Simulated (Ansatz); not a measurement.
```xyz
6

B    -0.0117    0.6239    0.0410
Cl   -0.0185    1.0015    1.7521
Cl    1.5082    0.4622   -0.8143
Cl   -1.5245    0.4071   -0.8142
H     0.1164   -2.7230    0.6592
H     0.0479   -2.4423    1.3625
```

Method: RKS B3LYP/def2-SVP (Ansatz).

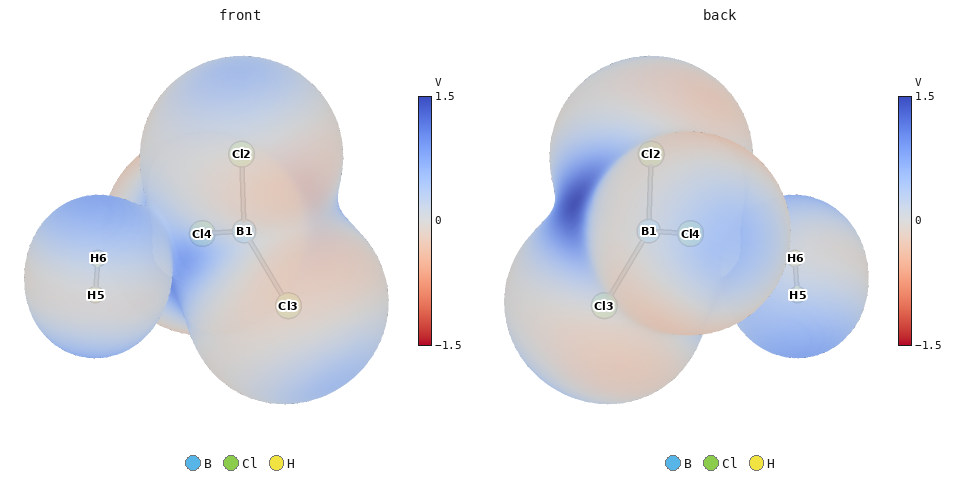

BCl3···H2. The electrostatic potential painted on the density surface at 0.002 e/bohr³, seen from the front and from behind; the colour scale runs from red (negative) to blue (positive).

Question: Which sites attract a positive test charge, and which a negative one?

Answer: A positive charge is drawn to the negative regions and a negative charge to the positive ones. The most negative region (about −0.2 V) lies over Cl2, Cl3 and Cl4, the most positive (about +1.3 V, or +30 kcal/mol for a unit charge) over B1. Cl2 shows a σ-hole: about +0.5 V, or +12 kcal/mol for a unit charge at the tip opposite its bond, against about −0.1 V on its flanks. Cl3 shows a σ-hole: about +0.5 V, or +12 kcal/mol for a unit charge at the tip opposite its bond, against about −0.1 V on its flanks. Cl4 shows a σ-hole: about +0.5 V, or +12 kcal/mol for a unit charge at the tip opposite its bond, against about −0.1 V on its flanks.
